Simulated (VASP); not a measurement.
Band structure of Te₂Mo (space group P6_3/mmc). All values below come from PBE GGA with D3 dispersion (Becke-Johnson damping), VASP's PBE PAW potentials (set 64) (plane waves; VASP 6.6.1).

Unless said otherwise, spin-orbit coupling is left out, though it shifts the bands of the heavy elements here.

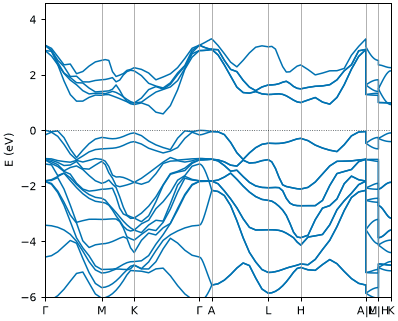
*Bands along high-symmetry lines, zero at the valence-band maximum or, without a gap, the Fermi level*

### Question
Read the plot: is there a gap, and where are the band edges?

### Answer
The gap is indirect, 0.59 eV, from the valence maximum at Γ to the conduction minimum at K-Γ at 0.44. (Edges off the drawn lines would not show.)

The structure comes from a measured Te2Mo entry (P6_3/mmc) of the Crystallography Open Database, whose conditions weren't checked. It was relaxed first.
